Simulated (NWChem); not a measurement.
# AlH3S (SMILES [AlH2][SH]): CAM-B3LYP/cc-pVTZ

What is the electronic atomisation energy of AlH3S at CAM-B3LYP/cc-pVTZ? 

The results are computed with NWChem 7.3.0.

### Step 1. The structure to begin with

AlH3S has 5 atoms, charge 0, and is taken as a singlet. SMILES: `[AlH2][SH]`. Geometry: relaxed at PBE0-D4/def2-TZVP.

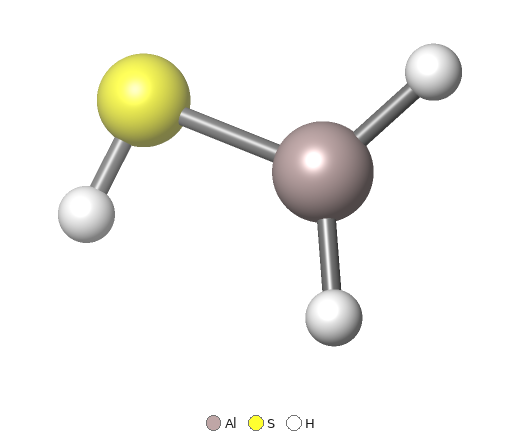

The structure, seen from a chosen angle (aluminium light grey, sulfur yellow, hydrogen white).

### Step 2. A single-point energy at CAM-B3LYP/cc-pVTZ (run 1)

alh3s.nw

```
echo
start alh3s
title "AlH3S energy"
memory 2200 mb
geometry noautosym nocenter noautoz
Al   -0.616100   -0.064200   -0.181700
S     1.129100   -0.343100    1.096600
H    -1.981700   -0.650100    0.351100
H    -0.441100    0.696000   -1.556400
H     1.959700    0.287800    0.249000
end
basis spherical bse
* library cc-pVTZ
end
dft
xc xcamb88 1.00 lyp 0.81 vwn_5 0.19 hfexch 1.00
cam 0.33 cam_alpha 0.19 cam_beta 0.46
grid fine
convergence energy 1e-08
direct
iterations 100
mulliken
print low
end
task dft
```

Started as:

```
$ nwchem alh3s.nw > alh3s.out
```

The program printed:

```text
[...]
 d= 0,ls=0.0,diis     1   -642.4593488172 -7.16D+02  4.19D-03  3.59D-01     8.0
[...]
 d= 0,ls=0.0,diis     8   -642.4892283698 -3.31D-09  3.53D-07  4.42D-09    63.3
         Total DFT energy =     -642.489228369761
      One electron energy =    -1035.937416164070
           Coulomb energy =      365.081156629063
    Exchange-Corr. energy =      -45.447873912824
 Nuclear repulsion energy =       73.814905078071
[...]
      Total Density - Mulliken Population Analysis
     ---------------------------------------------
    Atom       Charge   Shell Charges
 -----------   ------   -------------------------------------------------------
    1 Al  13    12.66   2.00  1.89  0.22  0.74  0.19  5.25  0.80  1.04  0.26  0.13  0.12  0.04
    2 S   16    16.23   2.00  1.84  0.24  1.11  0.59  5.80  0.93  2.36  1.31  0.02  0.04  0.00
    3 H    1     1.11   0.24  0.51  0.35  0.00  0.01  0.00
    4 H    1     1.11   0.24  0.51  0.35  0.00  0.00  0.00
    5 H    1     0.90   0.24  0.47  0.13  0.01  0.04  0.00
[...]
```

Wall time 64 s (1 thread of Intel Xeon 6975P-C (Granite Rapids), shared host); peak memory 0.11 GiB.

### Step 3. The Al atom at the same level (run 2)

a.nw

```
echo
start a
title "Al"
memory 2200 mb
charge 0

geometry units angstrom noautosym nocenter noautoz
  Al    0.000000    0.000000    0.000000
end

basis spherical bse
  * library cc-pVTZ
end

dft
  xc xcamb88 1.00 lyp 0.81 vwn_5 0.19 hfexch 1.00
  cam 0.33 cam_alpha 0.19 cam_beta 0.46
  mult 2
  grid fine
  convergence energy 1e-08
  direct
  iterations 100
  mulliken
  noprint "final vectors analysis"
end

task dft energy
```

Run the same way, it converges to -242.36981 Eh (log not shown).

Run 3 isn't shown in full; the table further down has it.

### Step 4. The S atom (run 4)

nw.xyz

```xyz
1
S
S      0.000000     0.000000     0.000000
```

nw.nw

```
start nw
title "S"
memory total 2200 mb
charge 0
geometry noautosym nocenter noautoz
  load nw.xyz
end
basis "ao basis" spherical bse
  * library cc-pVTZ
end
dft
  xc xcamb88 1.00 lyp 0.81 vwn_5 0.19 hfexch 1.00
  cam 0.33 cam_alpha 0.19 cam_beta 0.46
  mult 3
  grid fine
  convergence energy 1e-08
  direct
  iterations 100
  mulliken
  print low
end
task dft
```

Run the same way, it converges to -398.13311 Eh (log not shown).

### Step 5. All runs side by side

| run | level | partner | energy (Eh) | wall time |
| --- | --- | --- | --- | --- |
| 1 | CAM-B3LYP/cc-pVTZ | base | -642.489228 | 64 s |
| 2 | UCAM-B3LYP/cc-pVTZ | atoms | -242.369808 | 2.6 s |
| 3 | UCAM-B3LYP/cc-pVTZ | atoms | -0.498813 | 0.66 s |
| 4 | UCAM-B3LYP/cc-pVTZ | atoms | -398.133114 | 2.8 s |

### Step 6. Summary of results

Level: CAM-B3LYP/cc-pVTZ.

```
                     quantity          value
         S atom: total energy  -398.13311 Eh
                 S atom: ⟨S²⟩          2.004
electronic atomisation energy      13.330 eV
```

In words: Taking the molecule apart into free atoms costs 13.33 eV (1286 kJ/mol), before zero-point energy and without spin-orbit coupling. All runs together took 70 s, the longest 64 s.
